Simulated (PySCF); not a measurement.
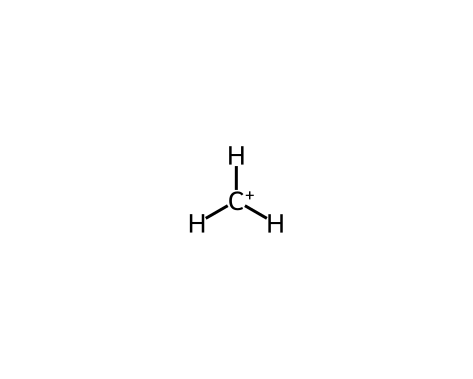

The species has charge +1 and is a spin singlet. Computed geometry: PBE0-D3(BJ)/def2-SVP optimisation. No frequency run is at hand to confirm it as a minimum. Program: PySCF 2.14.0.

At this fixed geometry, give HOMO energy (eV), HOMO–LUMO gap (eV) at these levels: B3LYP/pcJ-1; PBE0/pcSseg-1; mPW1PW91/pcSseg-2; ωB97X-D/def2-SVPD.

```tsv
level	HOMO energy (eV)	HOMO–LUMO gap (eV)
B3LYP/pcJ-1	−21.33	8.11
PBE0/pcSseg-1	−21.56	8.67
mPW1PW91/pcSseg-2	−21.60	8.71
ωB97X-D/def2-SVPD	−23.58	12.90
```
